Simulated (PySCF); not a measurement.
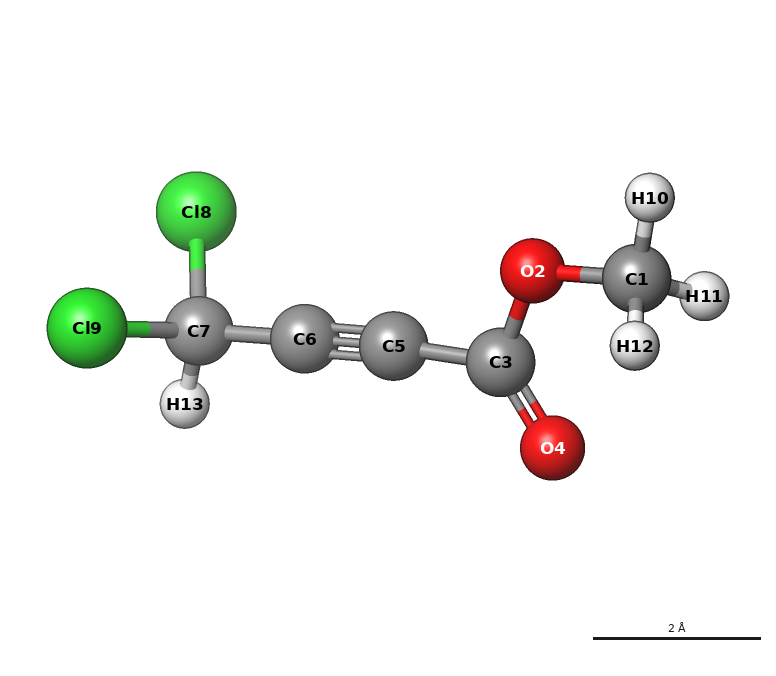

The geometry was computed by an optimisation with PBE0-D3(BJ)/def2-SVP. No frequency run is at hand to confirm it as a minimum.

Give the bond lengths.

| bond | length (Å) | order |
| --- | --- | --- |
| C1–O2 | 1.420 | single |
| C1–H10 | 1.095 | single |
| C1–H11 | 1.100 | single |
| C1–H12 | 1.100 | single |
| O2–C3 | 1.330 | single |
| C3–O4 | 1.202 | double |
| C3–C5 | 1.453 | single |
| C5–C6 | 1.211 | triple |
| C6–C7 | 1.447 | single |
| C7–Cl8 | 1.783 | single |
| C7–Cl9 | 1.783 | single |
| C7–H13 | 1.098 | single |
